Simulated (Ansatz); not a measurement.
**One shape, several levels: CH2ClF (chlorofluoromethane)**

Wanted: a comparison of 6 runs (SVWN5/STO-3G, UB3LYP/STO-3G, r2SCAN0/STO-3G, MP2/STO-3G, CCSDTQ/STO-3G, CCSD(T)/STO-3G) of CH2ClF (chlorofluoromethane). 

The calculation is run with Ansatz 0.2.0.

70 further runs of the same task are left out: 2 that didn't finish, 68 set aside as unsound or not needed.

## Step 1: Starting point

CH2ClF has 5 atoms, charge 0, and is taken as a singlet. As SMILES, `FCCl`. The H4–C2 distance was set to 2.723 Å, away from the relaxed value. At this shape a bond of the SMILES string is far longer than usual.

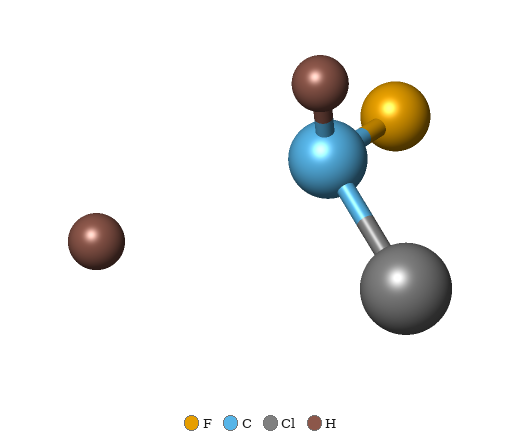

Viewed from a chosen angle; fluorine amber, carbon blue, chlorine grey, hydrogen brown.

## Step 2: A single-point energy at SVWN5/STO-3G (run 1)

The input, in.yaml:

```yaml
crystal:
  periodic: [false, false, false]
  atoms:
    - {symbol: F, position_ang: [-2.093297, 1.148396, -0.264758]}
    - {symbol: C, position_ang: [-1.039287, 0.677196, -0.973188]}
    - {symbol: Cl, position_ang: [-1.545817, -0.645014, -2.029318]}
    - {symbol: H, position_ang: [0.832130, -0.302600, 0.745580]}
    - {symbol: H, position_ang: [-0.645127, 1.473546, -1.603338]}
basis:
  gaussian: {orbitals: STO-3G}
hamiltonian: {xc: {name: SVWN5}}
accuracy: high
```

Started as:

```bash
$ ansatz run in.yaml --threads 1 --pin off --max-ram 3480MiB --events-out events.jsonl --progress --plain --runs-dir runs
```

The log of the run:

```text
Warning: RAYON_NUM_THREADS=1 ignored (pool sized by the plan → 1); use --threads N
Functional definition: SVWN5
  name "SVWN5"
  exchange = slater_x
  correlation = vwn5_c
373 factors; integrals over basis functions are off by at most 3.3e-8 eV
mean field evaluation 1: about -16034.4442 eV, gradient 3.3e1 eV
mean field evaluation 2: about -16018.4210 eV, gradient 6.7e1 eV
mean field evaluation 4: about -16033.3372 eV, gradient 2.2e1 eV
mean field evaluation 8: about -16044.3070 eV, gradient 1.6e-1 eV
mean field -16044.30714587 eV, -589.6174123888 hartree, gradient 2.9e-8 eV, S^2 0.000000; 0 other end points of the search recorded, 0 dependent functions left out
reference -16044.30714753 eV, -589.6174124499 hartree; 17, 17 occupied and 4, 4 virtual orbitals, 373 factors
Total energy: -16044.30714753 eV, -589.6174124499 hartree
```

Wall time 0.83 s (1 thread of Arm Neoverse V1, shared host); peak memory 0.092 GiB.

## Step 3: The energy at UB3LYP/STO-3G (run 2)

The input, input.yaml:

```yaml
crystal:
  periodic: [false, false, false]
  atoms:
    - symbol: F
      position_ang: [-2.093297, 1.148396, -0.264758]
    - symbol: C
      position_ang: [-1.039287, 0.677196, -0.973188]
    - symbol: Cl
      position_ang: [-1.545817, -0.645014, -2.029318]
    - symbol: H
      position_ang: [0.832130, -0.302600, 0.745580]
    - symbol: H
      position_ang: [-0.645127, 1.473546, -1.603338]
basis:
  gaussian:
    orbitals: STO-3G
magnetization:
  spin_polarized: true
  initial_magnetization: 0
hamiltonian:
  xc: {name: B3LYP}
accuracy: high
```

Started as:

```bash
$ ansatz run input.yaml --threads 1 --pin off --max-ram 3480MiB --events-out events.jsonl --progress --plain --runs-dir runs
```

The log of the run:

```text
Warning: RAYON_NUM_THREADS=1 ignored (pool sized by the plan → 1); use --threads N
Functional definition: B3LYP
  name "B3LYP"
  parameter a0 = 0.2
  parameter ax = 0.72
  parameter ac = 0.81
  exchange = (1 - a0 - ax)*slater_x + ax*b88_x + a0*exact_x
  correlation = (1 - ac)*vwn_rpa_c + ac*lyp_c
373 factors; integrals over basis functions are off by at most 3.3e-8 eV
mean field evaluation 1: about -16103.5108 eV, gradient 2.3e1 eV
mean field evaluation 2: about -16093.3461 eV, gradient 3.7e1 eV
mean field evaluation 4: about -16106.5428 eV, gradient 1.6e1 eV
mean field evaluation 8: about -16109.0475 eV, gradient 1.6e1 eV
mean field evaluation 16: about -16113.8174 eV, gradient 2.5e0 eV
mean field evaluation 32: about -16114.4968 eV, gradient 3.2e-3 eV
mean field -16114.49676889 eV, -592.1968334586 hartree, gradient 8.6e-9 eV, S^2 0.944546; 2 other end points of the search recorded, 0 dependent functions left out
reference -16114.49679585 eV, -592.1968344492 hartree; 17, 17 occupied and 4, 4 virtual orbitals, 373 factors
Total energy: -16114.49679585 eV, -592.1968344492 hartree
```

Run time: 6.6 s. Hardware: 1 thread of Arm Neoverse V1, shared host; peak memory 0.13 GiB.

Run 3 isn't shown in full; the table further down has it.

## Step 4: The energy at MP2/STO-3G (run 4)

The input, job.yaml:

```yaml
crystal:
  periodic: [false, false, false]
  atoms:
    - {symbol: F, position_ang: [-2.093297, 1.148396, -0.264758]}
    - {symbol: C, position_ang: [-1.039287, 0.677196, -0.973188]}
    - {symbol: Cl, position_ang: [-1.545817, -0.645014, -2.029318]}
    - {symbol: H, position_ang: [0.832130, -0.302600, 0.745580]}
    - {symbol: H, position_ang: [-0.645127, 1.473546, -1.603338]}
basis:
  gaussian: {orbitals: STO-3G}
correlation: {method: mp2, frozen_orbitals: {C: 1, Cl: 5, F: 1, H: 0}}
accuracy: high
```

Started as:

```bash
$ ansatz run job.yaml --threads 1 --pin off --max-ram 3480MiB --events-out events.jsonl --progress --plain --runs-dir runs
```

The log of the run:

```text
Warning: RAYON_NUM_THREADS=1 ignored (pool sized by the plan → 1); use --threads N
Functional definition: HF
  name "HF"
  exchange = exact_x
  correlation = 0
373 factors; integrals over basis functions are off by at most 3.3e-8 eV
mean field evaluation 1: about -16067.2257 eV, gradient 3.9e1 eV
mean field evaluation 2: about -16067.3100 eV, gradient 3.9e1 eV
mean field evaluation 4: about -16076.9979 eV, gradient 2.2e0 eV
mean field evaluation 8: about -16077.0298 eV, gradient 9.1e-2 eV
mean field evaluation 16: about -16073.9294 eV, gradient 3.5e-1 eV
mean field -16077.02986061 eV, -590.8199499753 hartree, gradient 8.1e-9 eV, S^2 0.000000; 1 other end points of the search recorded, 0 dependent functions left out; unrestricted orbitals would lower it
unrestricted determinant -16082.08466683 eV, -591.0057106776 hartree, S^2 0.9918
7 core orbitals not correlated: weight in the atoms' cores, before any rotation towards them, 1.000 or more for the frozen orbitals, at most 0.000 for the correlated occupied ones
reference -16077.02986061 eV, -590.8199499753 hartree; 10, 10 occupied and 4, 4 virtual orbitals, 373 factors
second order -5.26280960 eV of doubles, -0.00000000 eV of singles
Total energy: -16082.29267021 eV, -591.0133546609 hartree
```

Run time: 0.2 s. Hardware: 1 thread of Arm Neoverse V1, shared host.

Run 5 isn't shown in full; the table further down has it.

## Step 5: A single-point energy at CCSD(T)/STO-3G (run 6)

The input, job.yaml:

```yaml
crystal:
  periodic: [false, false, false]
  atoms:
    - symbol: F
      position_ang: [-2.093297, 1.148396, -0.264758]
    - symbol: C
      position_ang: [-1.039287, 0.677196, -0.973188]
    - symbol: Cl
      position_ang: [-1.545817, -0.645014, -2.029318]
    - symbol: H
      position_ang: [0.832130, -0.302600, 0.745580]
    - symbol: H
      position_ang: [-0.645127, 1.473546, -1.603338]
basis:
  gaussian:
    orbitals: STO-3G
magnetization:
  spin_polarized: false
correlation:
  method: ccsd_t
  frozen_orbitals: {C: 1, Cl: 5, F: 1, H: 0}
accuracy: high
scf:
  omitted_lower_state_checks: [cluster_reference, increment]
```

Started as:

```bash
$ ansatz run job.yaml --threads 1 --pin off --max-ram 3480MiB --events-out events.jsonl --progress --plain --runs-dir runs
```

The log of the run:

```text
Warning: RAYON_NUM_THREADS=1 ignored (pool sized by the plan → 1); use --threads N
[... 12 lines left out ...]
7 core orbitals not correlated: weight in the atoms' cores, before any rotation towards them, 1.000 or more for the frozen orbitals, at most 0.000 for the correlated occupied ones
[... 33 lines left out ...]
WARN: these amplitudes may be one of several solutions (largest doubles amplitude 0.72, level shift 11.29 eV)
Total energy: -16084.72402654 eV, -591.1027053578 hartree
Checks for a lower state left out: cluster_reference, increment
```

It took 0.24 s on 1 thread of Arm Neoverse V1, shared host.

## Step 6: Overview of the runs

```
run           level  frozen core orbitals  energy (Eh)  wall time
  1    SVWN5/STO-3G                     –  -589.617412     0.83 s
  2   UB3LYP/STO-3G                     –  -592.196834      6.6 s
  3  r2SCAN0/STO-3G                     –  -592.089701      3.3 s
  4      MP2/STO-3G                     7  -591.013355      0.2 s
  5   CCSDTQ/STO-3G                     7  -591.100966       13 s
  6  CCSD(T)/STO-3G                     7  -591.102705     0.24 s
```

## Step 7: Outcome

| quantity | value |
| --- | --- |
| run 6: total energy | -591.10271 Eh |
| run 6: correlation energy (7 core orbitals frozen) | -282.8 mEh |
| run 6: (T) correction | -15.15 mEh |
| run 6: T1 diagnostic | 0.015 |

In words: Totals of different functionals can't be ranked against each other. In runs 4, 5, 6 the log says that unrestricted orbitals would lower the reference, so the values rest on an unstable closed-shell determinant (other closed-shell runs at this shape may share the fault). In runs 1, 2, 3, 4, 5, 6 the basis is minimal, so the values are rough. In runs 1, 3, 4, 6 a closed-shell determinant meets a far-stretched bond, which it describes badly. Spin contamination of the reference: run 2 ⟨S²⟩ = 0.94. Where it is this large, the reference is a mixture of spin states, and values that rest on it are in doubt. All runs together took 24 s, the longest 13 s.
